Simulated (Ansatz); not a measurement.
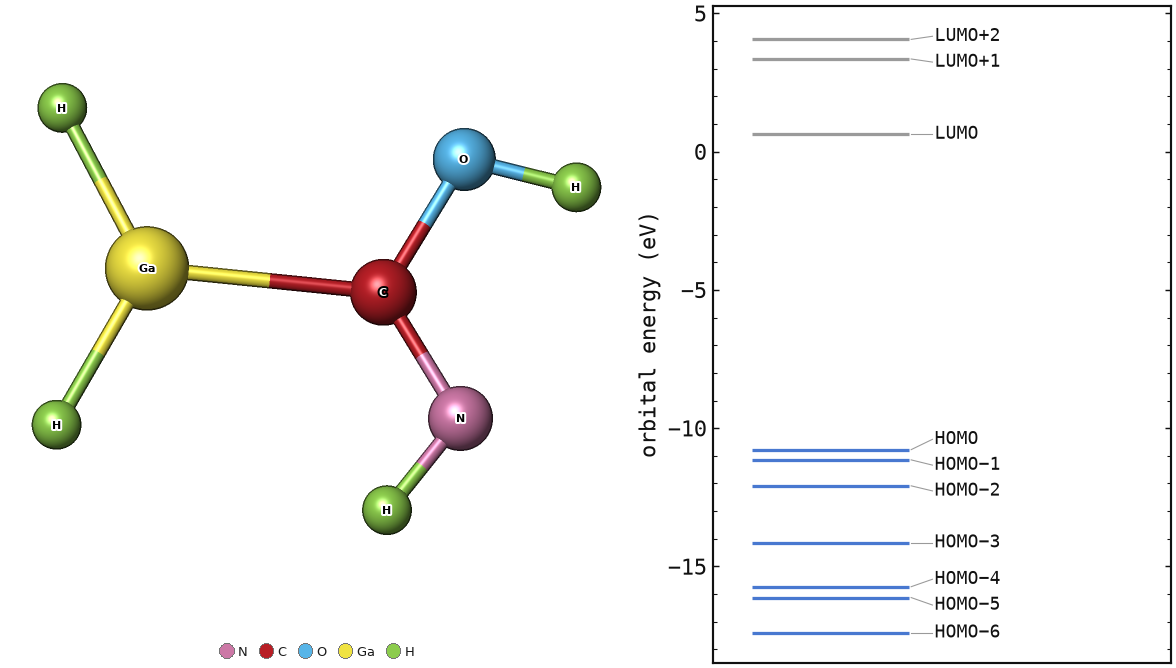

CH₄GaNO (imidic-acid tautomer), SMILES N(=[C](\O)[GaH2])/[H], singlet. Hartree-Fock orbital energies near the frontier, HF/def2-TZVPP, the Ansatz code, at a PBE0-D4/def2-TZVP geometry (a minimum by its frequencies), isolated molecule; empty levels in grey, levels within 0.03 eV side by side.

Q: Where do the frontier orbitals lie?

A: HOMO at −10.78 eV, LUMO at 0.63 eV, 11.41 eV apart.

Q: List the levels.

A:
```csv
orbital,energy (eV)
LUMO+2,4.06
LUMO+1,3.35
LUMO,0.63
HOMO,−10.78
HOMO−1,−11.15
HOMO−2,−12.09
HOMO−3,−14.14
HOMO−4,−15.73
HOMO−5,−16.13
HOMO−6,−17.40
```

Note: no scalar relativity up to krypton; empty levels above zero depend strongly on the basis.
